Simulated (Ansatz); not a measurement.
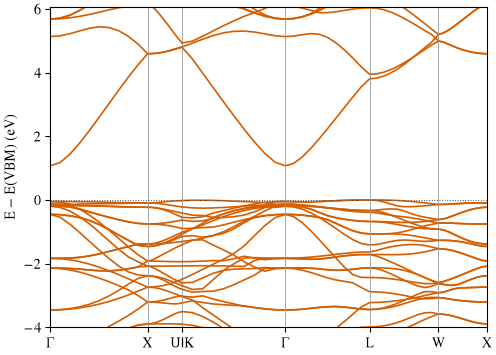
Figure: Band structure from plane-wave PAW LDA (Ansatz code)

Task: Read off the gap and where the band edges lie.

Result: About 1.1 eV (1.07 eV by a search for the band edges); maximum at L, minimum at Γ.

Task: Which compound is it?
(A) CdIn2O4, spinel
(B) BaO, rock salt
(C) CeO2, fluorite
(D) SrTe, rock salt

Result: A, CdIn2O4, spinel

Space group Fd-3m (spinel). The cell was relaxed with LDA under the symmetry of its start. Scalar-relativistic: spin–orbit coupling is off unless named, which matters more the heavier the elements.

Potentials: the later of the program's two PAW sets.
